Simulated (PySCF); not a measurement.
System: BH3O3.

| atom | x (Å) | y (Å) | z (Å) |
| --- | --- | --- | --- |
| O | -1.1509 | -0.8516 | 0.0170 |
| B | 0.0540 | -0.2118 | -0.0460 |
| O | 0.2343 | 1.1403 | 0.1230 |
| O | 1.1461 | -0.9802 | -0.2941 |
| H | -1.9014 | -0.2804 | 0.1890 |
| H | -0.5638 | 1.6439 | 0.2963 |
| H | 1.9447 | -0.4457 | -0.3206 |

Geometry: PBE0-D3(BJ)/def2-SVP.

Method: DFT single point, gas phase, functional wB97X in PySCF.

Question: What can the converged electron density and electron localisation function tell about the bonding?

Answer: B–O (1.36 Å): ρ is about 2.2 e/Å³ halfway; the ELF peaks at about 0.90 between the atoms, as expected for a polar covalent bond.
O–H (0.96 Å): the density is about 3.8 e/Å³ at the midpoint; the ELF climbs to about 1 towards the hydrogen, as it does in any bond to H: an ordinary covalent bond to hydrogen.

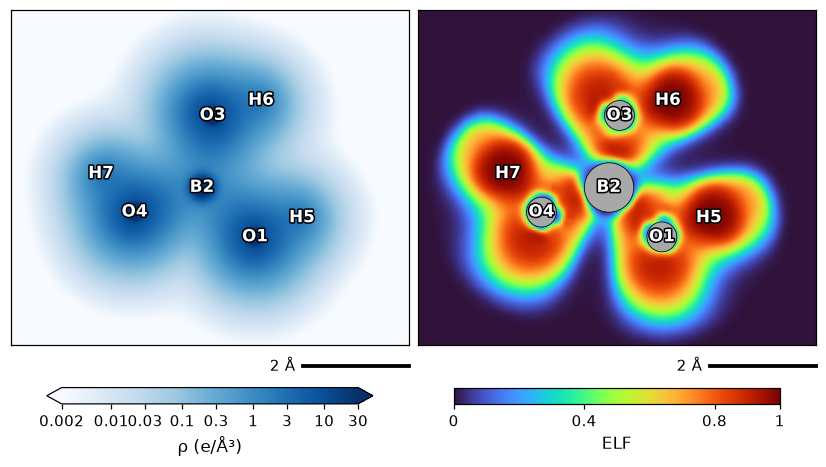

Computed electron density and electron localisation function on the molecular plane, in this order. Grey discs cover the atomic cores in the ELF map. 
